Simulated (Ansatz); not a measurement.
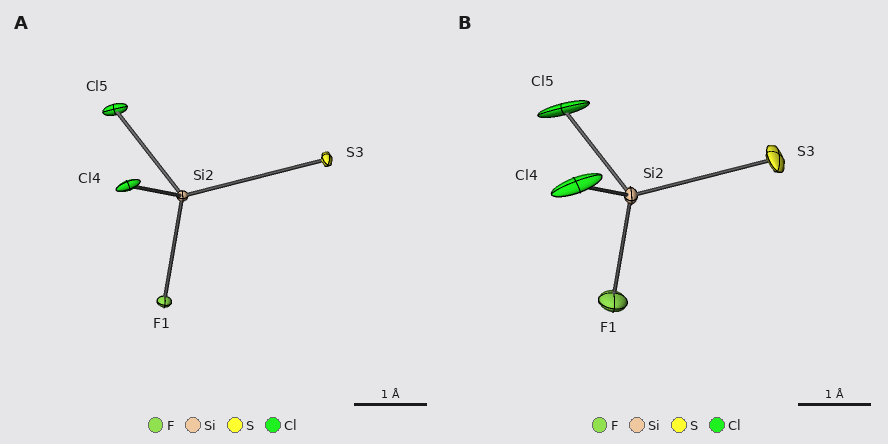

Displacement ellipsoids at the 50 % level, from the internal vibrations of the free molecule (harmonic, no overall translation or rotation; no half-axis is drawn under 0.075 Å). State: neutral, doublet. Vibrations computed with UKS PBE0-D4/def2-TZVP (Ansatz 0.2.0). One panel is for 200 K, the other for 900 K.

**Which panel is for 900 K?**

B.

**How much does the mean-square displacement of S3 grow, and why?**

U_eq goes from 0.0100 to 0.0440 Å², a factor of 4.4. Modes below kT (626 cm⁻¹ at 900 K) grow about in proportion to T, and the lowest lies at 48 cm⁻¹; the mean-square amplitude of a mode is its zero-point value times coth(ħω/2kT), which comes close to 1 only above about 3kT.
